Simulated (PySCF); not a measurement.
**C4H3FO: electronic excitations and core binding energies**

Wanted: the electronic excitations and core binding energies of C4H3FO (`O=C1C=C[C@@H]1F`), by calculation.

Programs: PySCF 2.14.0, with density-fitted response routines of our own. Each step states its level of theory. These are calculated values for one molecule in the gas phase, unless marked as measured. Atoms count from 0, in the outputs and in this text.

### Step 1. The starting structure

9 atoms, charge 0, multiplicity 1; geometry from: GFN2-xTB.

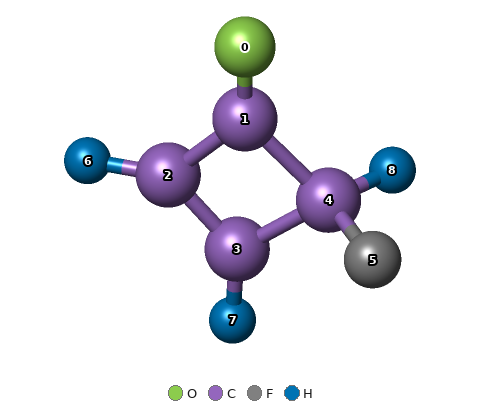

The starting geometry (oxygen green, carbon purple, fluorine grey, hydrogen blue), atoms numbered.

### Step 2. Ultraviolet spectrum: B3LYP/def2-SVPD

Job settings and geometry (Å):

```
{"job": {"kind": "uv", "xc": "B3LYP", "basis": "def2-SVPD", "nstates": 8, "ntriplets": 3}, "charge": 0, "multiplicity": 1}
O     -0.940659     2.036502    -0.211898
C     -0.531543     0.920760    -0.142380
C     -1.090383    -0.433517     0.049319
C      0.122327    -0.999770     0.143989
C      0.890774     0.273612    -0.126387
F      1.728008     0.687704     0.875698
H     -2.096022    -0.808610     0.092176
H      0.473107    -1.992607     0.354932
H      1.457953     0.321920    -1.060628
```

Level: TDDFT B3LYP/def2-SVPD, vertical, gas phase, core orbitals frozen in the response.

Command:

```console
OMP_NUM_THREADS=1 python probes_run.py task.json out
```

One launch serves the whole session: the jobs run in the order shown.

The log of the run:

```text
coarse grid: 8376 points
cycle   1  E = -328.7930263749  dE =  1.045e+00  |g| = 8.536e-01  |ddm| = 5.283e+00
cycle   2  E = -328.1312850451  dE =  6.617e-01  |g| = 2.000e+00  |ddm| = 3.294e+00
cycle   3  E = -328.9298641389  dE = -7.986e-01  |g| = 1.875e-01  |ddm| = 2.776e+00
cycle   4  E = -328.9358529989  dE = -5.989e-03  |g| = 1.031e-01  |ddm| = 3.624e-01
cycle   5  E = -328.9378156738  dE = -1.963e-03  |g| = 2.686e-02  |ddm| = 1.308e-01
cycle   6  E = -328.9379679414  dE = -1.523e-04  |g| = 6.883e-03  |ddm| = 4.426e-02
cycle   7  E = -328.9379782523  dE = -1.031e-05  |g| = 2.845e-03  |ddm| = 1.548e-02
cycle   8  E = -328.9379799678  dE = -1.715e-06  |g| = 6.676e-04  |ddm| = 4.185e-03
final grid: 83760 points
cycle   9  E = -329.0003101265  dE = -2.016e-05  |g| = 7.037e-03  |ddm| = 1.053e-01
cycle  10  E = -329.0002794931  dE =  3.063e-05  |g| = 1.434e-02  |ddm| = 2.213e-02
cycle  11  E = -329.0003196437  dE = -4.015e-05  |g| = 1.730e-03  |ddm| = 1.502e-02
cycle  12  E = -329.0003202194  dE = -5.757e-07  |g| = 2.585e-04  |ddm| = 1.823e-03
cycle  13  E = -329.0003202293  dE = -9.877e-09  |g| = 1.018e-04  |ddm| = 3.877e-04
cycle  14  E = -329.0003202314  dE = -2.109e-09  |g| = 1.294e-05  |ddm| = 1.704e-04
cycle  15  E = -329.0003202314  dE = -3.240e-11  |g| = 5.921e-06  |ddm| = 3.540e-05
converged SCF energy = -329.0003202314

Static polarisability (au): isotropic 48.092, principal 34.411 50.603 59.262

Singlet excitations
state   eV       nm        f      main configurations
  1   3.7451    331.1   0.00014   H->L 0.97
  2   5.7248    216.6   0.00202   H->L+1 0.95
  3   6.3334    195.8   0.05008   H-2->L 0.66, H-1->L 0.30
  4   6.4953    190.9   0.13960   H-1->L 0.58, H-2->L 0.32
  5   7.1948    172.3   0.02723   H->L+2 0.89
  6   7.2744    170.4   0.02688   H-3->L 0.90
  7   7.5602    164.0   0.01225   H->L+3 0.88
  8   7.7829    159.3   0.06658   H-1->L+1 0.69, H->L+4 0.13, H-4->L 0.08

Triplet excitations (Tamm-Dancoff, eV): 3.3372 4.0974 5.4112
```

Run time: 9 s. Hardware: 1 thread of AMD EPYC 7R43, shared host; peak memory 0.6 GiB.

Frontier orbitals and where they lie:

```
orbital      eV                      atoms
 HOMO−3  -10.77  F5 41 %, O0 19 %, C1 13 %
 HOMO−2   -9.95  F5 40 %, C4 19 %, C3 18 %
 HOMO−1   -8.88  C3 30 %, C2 30 %, O0 17 %
   HOMO   -7.47  O0 52 %, C4 13 %, C1 13 %
   LUMO   -2.24  C3 36 %, C2 18 %, O0 17 %
 LUMO+1   -0.31  C2 24 %, C1 21 %, O0 13 %
 LUMO+2    0.55  C3 28 %, C2 23 %, H7 18 %
```

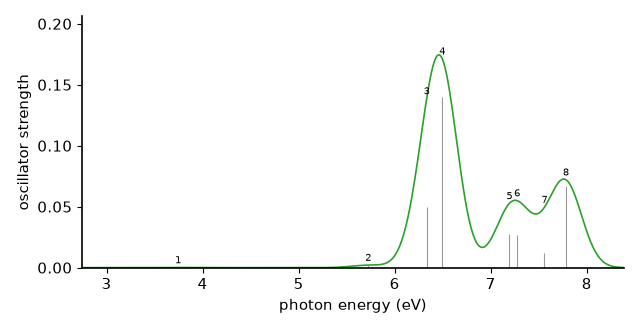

Absorption spectrum from the 8 singlet states computed; above the last one it falls off for lack of states. Lines are broadened to a width of 0.40 eV (Gaussian).

Ground-state properties from the same run:

```
           property  computed
  dipole moment (D)      4.09
polarisability (Å³)      7.13
 HOMO–LUMO gap (eV)      5.23
      −ε(HOMO) (eV)      7.47
```

### Step 3. Core-electron binding energies: SCAN, X2C

The job, as its differences from that of step 2:

```diff
@@ -1,2 +1,2 @@
-{"job": {"kind": "uv", "xc": "B3LYP", "basis": "def2-SVPD", "nstates": 8, "ntriplets": 3}, "charge": 0, "multiplicity": 1}
+{"job": {"kind": "xps"}, "charge": 0, "multiplicity": 1}
 O     -0.940659     2.036502    -0.211898
```

With the program's defaults for keys left out, this is: delta-SCF UKS SCAN, pcX-2 on the ionised atom, pcseg-1 elsewhere, spin-free X2C.

The log of the run:

```text
ground state, core basis on atom 0 (O), 130 functions
  cycle   1  E = -329.12854008  |g| = 8.95e-01
  cycle   2  E = -328.13416339  |g| = 2.33e+00
  cycle   3  E = -329.24871700  |g| = 3.18e-01
  cycle   4  E = -329.26910868  |g| = 1.48e-01
  cycle   5  E = -329.27305972  |g| = 6.07e-02
  cycle   6  E = -329.27390274  |g| = 1.58e-02
  cycle   7  E = -329.27395352  |g| = 8.81e-03
  cycle   8  E = -329.27397161  |g| = 1.76e-03
  cycle   9  E = -329.27397081  |g| = 6.83e-04
  cycle  10  E = -329.27397027  |g| = 1.69e-04
  E(ground) = -329.27848192 Eh
hole in O 1s of atom 0
  cycle   1  E = -308.66055126  |g| = 2.22e+00
  cycle   2  E = -307.71574992  |g| = 2.39e+00
  cycle   3  E = -309.20974555  |g| = 7.25e-01
  cycle   4  E = -309.30060185  |g| = 5.72e-01
  cycle   5  E = -309.48855410  |g| = 1.10e-01
  cycle   6  E = -309.49390543  |g| = 4.57e-02
  cycle   7  E = -309.49486420  |g| = 9.98e-03
  cycle   8  E = -309.49489439  |g| = 7.03e-03
  cycle   9  E = -309.49492009  |g| = 1.13e-03
  cycle  10  E = -309.49492149  |g| = 9.23e-04
  cycle  11  E = -309.49492162  |g| = 3.78e-04
  E(ion) = -309.50020646 Eh   <S^2> = 0.7666   hole on atom = 1.000   binding energy = 538.194 eV
ground state, core basis on atom 1 (C), 130 functions
  cycle   1  E = -329.25191317  |g| = 9.11e-02
  cycle   2  E = -329.24607126  |g| = 1.85e-01
  cycle   3  E = -329.25271152  |g| = 2.98e-02
  cycle   4  E = -329.25284869  |g| = 1.38e-02
  cycle   5  E = -329.25290053  |g| = 2.35e-03
  cycle   6  E = -329.25289921  |g| = 5.75e-04
  cycle   7  E = -329.25290147  |g| = 1.25e-04
  E(ground) = -329.26004497 Eh
hole in C 1s of atom 1
  cycle   1  E = -317.90165151  |g| = 1.51e+00
  cycle   2  E = -314.93488566  |g| = 2.78e+00
  cycle   3  E = -317.86475587  |g| = 1.17e+00
  cycle   4  E = -318.26803292  |g| = 6.67e-01
  cycle   5  E = -318.31475049  |g| = 5.53e-01
  cycle   6  E = -318.45302298  |g| = 9.39e-02
  cycle   7  E = -318.45657916  |g| = 3.42e-02
  cycle   8  E = -318.45721696  |g| = 9.65e-03
  cycle   9  E = -318.45728445  |g| = 7.15e-03
  cycle  10  E = -318.45733207  |g| = 3.73e-03
  cycle  11  E = -318.45737107  |g| = 2.56e-03
  cycle  12  E = -318.45739962  |g| = 1.98e-03
  cycle  13  E = -318.45740835  |g| = 9.48e-04
  cycle  14  E = -318.45741229  |g| = 6.60e-04
  cycle  15  E = -318.45741398  |g| = 4.82e-04
  E(ion) = -318.46312505 Eh   <S^2> = 0.8037   hole on atom = 1.000   binding energy = 293.799 eV
ground state, core basis on atom 2 (C), 130 functions
  cycle   1  E = -329.24800990  |g| = 6.16e-02
  cycle   2  E = -329.24750825  |g| = 5.41e-02
  cycle   3  E = -329.24760815  |g| = 4.97e-02
  cycle   4  E = -329.24814357  |g| = 1.35e-02
  cycle   5  E = -329.24818450  |g| = 2.76e-03
  cycle   6  E = -329.24818656  |g| = 4.47e-04
  E(ground) = -329.25618095 Eh
hole in C 1s of atom 2
  cycle   1  E = -317.95722998  |g| = 1.51e+00
  cycle   2  E = -316.52204063  |g| = 2.28e+00
  cycle   3  E = -318.29674107  |g| = 7.53e-01
  cycle   4  E = -318.37701067  |g| = 6.17e-01
  cycle   5  E = -318.51136050  |g| = 2.00e-01
  cycle   6  E = -318.52854676  |g| = 5.57e-02
  cycle   7  E = -318.52971832  |g| = 2.01e-02
  cycle   8  E = -318.52989100  |g| = 8.89e-03
  cycle   9  E = -318.52994438  |g| = 4.47e-03
  cycle  10  E = -318.52996443  |g| = 2.70e-03
  cycle  11  E = -318.52997788  |g| = 1.37e-03
  cycle  12  E = -318.52998023  |g| = 5.79e-04
  cycle  13  E = -318.52998073  |g| = 2.35e-04
  E(ion) = -318.53783471 Eh   <S^2> = 0.7962   hole on atom = 1.000   binding energy = 291.661 eV
ground state, core basis on atom 3 (C), 130 functions
  cycle   1  E = -329.24779564  |g| = 6.07e-02
  cycle   2  E = -329.24738989  |g| = 4.68e-02
  cycle   3  E = -329.24750289  |g| = 4.11e-02
  cycle   4  E = -329.24793358  |g| = 8.92e-03
  cycle   5  E = -329.24795258  |g| = 2.86e-03
  cycle   6  E = -329.24795441  |g| = 4.03e-04
  E(ground) = -329.25580914 Eh
hole in C 1s of atom 3
  cycle   1  E = -317.94428401  |g| = 1.51e+00
  cycle   2  E = -315.61864531  |g| = 2.49e+00
  cycle   3  E = -317.98433553  |g| = 1.09e+00
  cycle   4  E = -318.44746540  |g| = 4.40e-01
  cycle   5  E = -318.50079474  |g| = 2.26e-01
  cycle   6  E = -318.52259834  |g| = 4.21e-02
  cycle   7  E = -318.52320788  |g| = 2.20e-02
  cycle   8  E = -318.52344320  |g| = 8.79e-03
  cycle   9  E = -318.52352943  |g| = 4.35e-03
  cycle  10  E = -318.52358568  |g| = 3.46e-03
  cycle  11  E = -318.52361404  |g| = 2.01e-03
  cycle  12  E = -318.52362933  |g| = 1.62e-03
  cycle  13  E = -318.52363390  |g| = 7.48e-04
  cycle  14  E = -318.52363609  |g| = 3.38e-04
  E(ion) = -318.53053642 Eh   <S^2> = 0.8276   hole on atom = 1.000   binding energy = 291.850 eV
ground state, core basis on atom 4 (C), 130 functions
  cycle   1  E = -329.25176783  |g| = 6.12e-02
  cycle   2  E = -329.25148841  |g| = 4.31e-02
  cycle   3  E = -329.25149331  |g| = 4.19e-02
  cycle   4  E = -329.25187478  |g| = 1.36e-02
  cycle   5  E = -329.25191740  |g| = 2.70e-03
  cycle   6  E = -329.25191890  |g| = 5.54e-04
  cycle   7  E = -329.25191803  |g| = 2.23e-04
  E(ground) = -329.25888183 Eh
hole in C 1s of atom 4
  cycle   1  E = -317.90326883  |g| = 1.51e+00
  cycle   2  E = -315.91751139  |g| = 2.58e+00
  cycle   3  E = -318.22159417  |g| = 7.51e-01
  cycle   4  E = -318.25853631  |g| = 7.00e-01
  cycle   5  E = -318.44714373  |g| = 1.72e-01
  cycle   6  E = -318.45930782  |g| = 8.49e-02
  cycle   7  E = -318.46212940  |g| = 2.31e-02
  cycle   8  E = -318.46231649  |g| = 8.23e-03
  cycle   9  E = -318.46234923  |g| = 4.30e-03
  cycle  10  E = -318.46236123  |g| = 2.79e-03
  cycle  11  E = -318.46237014  |g| = 1.71e-03
  cycle  12  E = -318.46237406  |g| = 9.49e-04
  cycle  13  E = -318.46237885  |g| = 7.97e-04
  cycle  14  E = -318.46238454  |g| = 6.32e-04
  cycle  15  E = -318.46239154  |g| = 3.69e-04
  E(ion) = -318.46910632 Eh   <S^2> = 0.7786   hole on atom = 1.000   binding energy = 293.605 eV
ground state, core basis on atom 5 (F), 130 functions
  cycle   1  E = -329.29008845  |g| = 1.19e-01
  cycle   2  E = -329.28953125  |g| = 7.49e-02
  cycle   3  E = -329.28967481  |g| = 6.93e-02
  cycle   4  E = -329.29032702  |g| = 9.58e-03
  cycle   5  E = -329.29034677  |g| = 2.12e-03
  cycle   6  E = -329.29034768  |g| = 3.96e-04
  E(ground) = -329.29915685 Eh
hole in F 1s of atom 5
  cycle   1  E = -302.93285265  |g| = 2.58e+00
  cycle   2  E = -302.33868700  |g| = 2.39e+00
  cycle   3  E = -303.48095007  |g| = 8.45e-01
  cycle   4  E = -303.57577031  |g| = 7.47e-01
  cycle   5  E = -303.79374322  |g| = 2.63e-01
  cycle   6  E = -303.82249106  |g| = 8.89e-02
  cycle   7  E = -303.82560417  |g| = 4.08e-02
  cycle   8  E = -303.82641570  |g| = 8.20e-03
  cycle   9  E = -303.82644219  |g| = 3.90e-03
  cycle  10  E = -303.82645160  |g| = 8.23e-04
  cycle  11  E = -303.82645142  |g| = 3.96e-04
  E(ion) = -303.84090698 Eh   <S^2> = 0.7575   hole on atom = 1.000   binding energy = 692.754 eV
```

Wall time 21 s (1 thread of AMD EPYC 7R43, shared host); peak memory 0.42 GiB.

Binding energies by hole, beside the orbital energy of the ground state; the difference holds orbital relaxation and, for a density functional, its self-interaction error:

```
     hole  stands for                          environment  ΔSCF (eV)  −ε (eV)   ⟨S²⟩
O1s on O0          O0                        ketone oxygen     538.19    516.9  0.767
C1s on C1          C1               ketone carbonyl carbon     293.80    276.5  0.804
C1s on C2          C2           α carbon of a C=C–C=O unit     291.66    274.9  0.796
C1s on C3          C3           β carbon of a C=C–C=O unit     291.85    275.2  0.828
C1s on C4          C4  sp3 CH bonded to F, α to a carbonyl     293.60    276.5  0.779
F1s on F5          F5            fluorine on an sp3 carbon     692.75    666.8  0.757
```

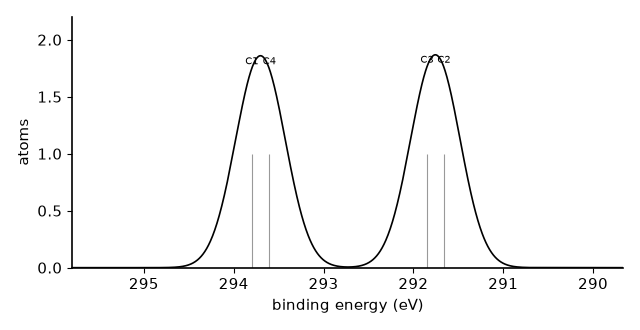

The C1s photoelectron lines, weighted by the number of atoms. Lines are broadened to a width of 0.60 eV (Gaussian).

### Step 4. Outcome

```
                                quantity                                          value
        lowest singlet (B3LYP/def2-SVPD)                    3.75 eV (331 nm), f = 0.000
brightest single state of those computed                    state 4, 6.50 eV, f = 0.140
                          lowest triplet                                        3.34 eV
        C1s binding energies, SCAN/pcX-2  C1 293.80, C4 293.60, C3 291.85, C2 291.66 eV
        O1s binding energies, SCAN/pcX-2                                   O0 538.19 eV
        F1s binding energies, SCAN/pcX-2                                   F5 692.75 eV
```

What this shows: The first singlet state (HOMO→LUMO 0.97) lies at 3.75 eV and is dark; of the 8 states computed, the strongest absorption comes from state 4 at 6.50 eV (the last state computed is bright too, and its partners may lie past the list). The lowest triplet lies 0.41 eV below the lowest singlet (triplets in Tamm-Dancoff, singlets in full TDDFT). The C1s levels kept as sound span 2.14 eV, from C2 (α carbon of a C=C–C=O unit) up to C1 (ketone carbonyl carbon).
